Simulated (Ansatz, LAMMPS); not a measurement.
# Site preference of O in place of S in Zn40S29Se11 with crystalline order left by the classical run (80 atoms): runs compared

Aim: make O in place of S at several sites of Zn40S29Se11 with crystalline order left by the classical run (80 atoms), relax each, and compare their energies.

Computed with Ansatz 0.2.0: Kohn-Sham DFT, revPBE, PAW (set soft_2), plane waves.

## 1. The cell as built

The cell holds 80 atoms: 40 Zn, 29 S and 11 Se. Its edges and angles: a = 11.843 Å, b = 11.843 Å, c = 11.843 Å, α = 90.0°, β = 90.0°, γ = 90.0°. 80 atoms (40 Zn, 29 S, 11 Se) placed at random at 4.41 g/cm³, melted at 2500 K for 10 ps at fixed volume with the Stillinger-Weber II-VI potential (Zhou et al., Phys. Rev. B 88, 085309 (2013)). Quenched from 2500 K to 300 K at 4 K/ps and fixed volume, annealed at 800 K for 50 ps, held 5 ps.

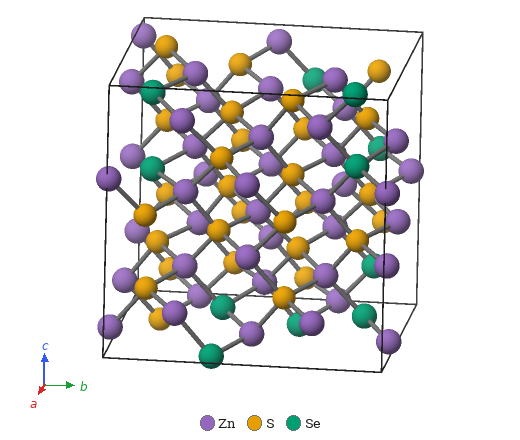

The cell as built. Some periodic images of atoms are drawn too.

What the set-up can't give: The quench rate of 4 K/ps is orders of magnitude faster than experiment, which tends to freeze in extra defects. The network of bonds at the start is that of the classical potential that made the cell, and needn't be the one that DFT or experiment would give. The Brillouin zone is sampled at Γ only, in a cell whose shortest periodic width is 12 Å.

## 2. The reference run

The reference is a single point at the end of the relaxation.

Every defect cell starts from the geometry of this run and is relaxed in the fixed cell.

Its input, with most atom lines left out:

```yaml
crystal:
  lattice:
    - [11.8432, 0.0, 0.0]
    - [0.0, 11.8432, 0.0]
    - [0.0, 0.0, 11.8432]
  atoms:
    - { symbol: Zn, position: [0.45717, 0.50117, 0.16531] }
    - { symbol: Zn, position: [0.46108, 0.01006, 0.15381] }
    - { symbol: Zn, position: [0.36308, 0.74615, 0.36244] }
    - { symbol: Zn, position: [0.16258, 0.49822, 0.2583] }
    - { symbol: Zn, position: [0.96523, 0.49639, 0.64948] }
    - { symbol: Zn, position: [0.15643, 0.00486, 0.26002] }
    - { symbol: Zn, position: [0.6651, 0.24607, 0.26272] }
    [... atom lines 8 to 80 left out ...]
kpoints:
  mp_grid: { grid: [1, 1, 1] }
hamiltonian:
  xc: revpbe
scf:
  occupations: { method: fermi_dirac, width: 0.025 }
output:
  forces: true
  stress: true
  populations: true
  dos:
    method: { smearing: { sigma: 0.08 } }
    de: 0.1
    projected: { site_lists: { S: [S], Se: [Se], Zn: [Zn] } }
  eigenvalues: true
  write_density: true
  write_potential: true
  volumetric_format: npy
  elf: true
```

* free energy per atom: -2742.6907 eV/atom
* r.m.s. force component: 0.0098 eV/Å
* pressure: 2.396 GPa

Filled and empty levels are parted by 1.68 eV (at Γ alone); a semilocal functional tends to put such gaps too low. In a disordered cell it changes from sample to sample, and tail or defect levels can set it.

## 3. The runs

Each row is one run, on 4 threads of Arm Neoverse V1, shared host. The free energy is the program's total, comparable only between runs with the same functional, potentials and atoms.

```
                                 run  atoms    outcome  ionic steps, all passes  free energy (eV)     time  host memory (GiB)
           Single point at the start     80  converged                        -       -219413.811     24 s                2.4
                          Relaxation     80  converged                        4       -219415.253     73 s                2.4
Single point at the relaxed geometry     80  converged                        -       -219415.253     42 s                2.4
          O on a site of S, site S68     80  converged                        5       -219077.767  2.5 min                2.5
          O on a site of S, site S42     80  converged                        5       -219077.704  2.4 min                2.5
          O on a site of S, site S62     80  converged                        5       -219077.652  2.3 min                2.5
```

The surroundings of site S68, the cheapest one, after relaxation, nearest first, numbered as they follow in the input and with coordinates relative to it.

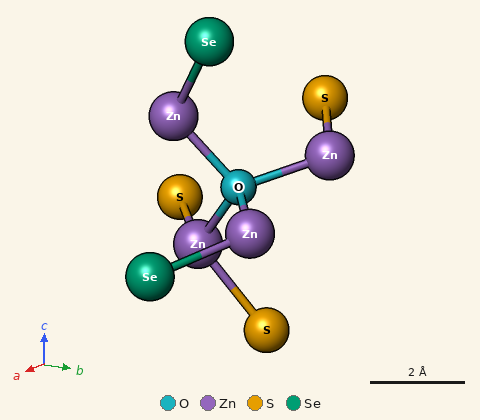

The atoms of the table, within 3.8 Å (arrows a, b, c point along x, y, z); some may hide others.

```
atom      x      y      z  distance (Å)  bonds
 O68   0.00   0.00  -0.01          0.01      4
Zn38   1.54   1.27  -0.50          2.06      4
 Zn8   0.58  -1.28   1.51          2.07      4
Zn40  -0.46  -1.32  -1.57          2.10      4
Zn39  -1.52   1.35   0.54          2.10      4
 S41  -3.39   0.04   1.20          3.59      4
 S63  -1.09   0.02  -3.43          3.60      4
Se78   1.22   0.03   3.51          3.71      4
Se71   3.53   0.00  -1.19          3.72      4
 S50  -2.23  -2.91  -1.16          3.84      4
```

The column of bonds counts only the pairs Zn-S within 2.77 Å, Zn-Se within 2.88 Å, Zn-O within 2.50 Å; other neighbours, such as metal atoms beside each other in a compound, aren't counted, and periodic images can show an atom twice.

## 4. The sites compared

All these cells hold the same atoms, so their energies can be compared with no chemical potential.

```
site  neighbours  mean distance (Å)  atoms within 6 Å  energy over the best site (eV)  before relaxation (eV)  gain on relaxing (eV)
 S68         Zn4               2.36                38                            0.00                    0.00                   0.90
 S42         Zn4               2.36                39                            0.06                    0.04                   0.88
 S62         Zn4               2.37                38                            0.12                    0.07                   0.86
```

Neighbours are those of the relaxed host within 2.77 Å (Zn-S); other pairs aren't counted.

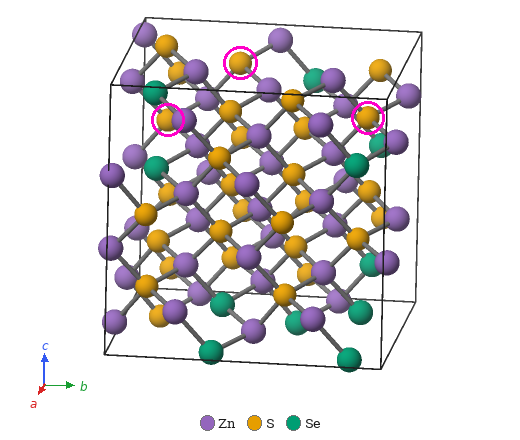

The relaxed cell with the tried sites ringed. Some periodic images of atoms are drawn too.

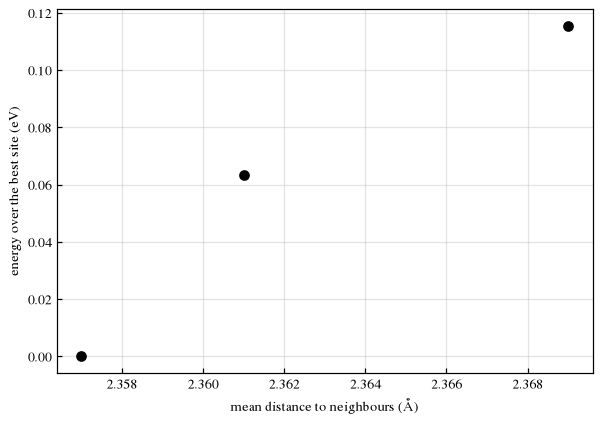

Site energy against the site's surroundings.

## 5. Outcome

The cheapest site is S68 (4 neighbours, Zn4); the dearest, S62 (4 neighbours, Zn4), costs 0.12 eV more. Relaxation gains 0.86 to 0.90 eV and leaves the best site the same.

**Limits.** Defects are neutral and interact with their images. In a disordered cell the relaxation can also rearrange atoms far from the site. Only 3 of the 29 S sites were tried, so a cheaper one may exist. The stress is far from hydrostatic: its diagonal is 4.2, -1.1, 4.2 GPa, compression counted positive. The pressure of 2.4 GPa means that a free cell would grow at this level.

The DFT runs together took 9.5 min of wall time.

[Logs are printed without paths, hosts, clocks, repeated set-up lines and the standing remarks that a program may print on its own settings, such as how far it seeks lower states.]

[Hosts, paths, dates, database ids (printed as entryN), source tags and the programs' standing remarks are cut or masked in the printed files.]
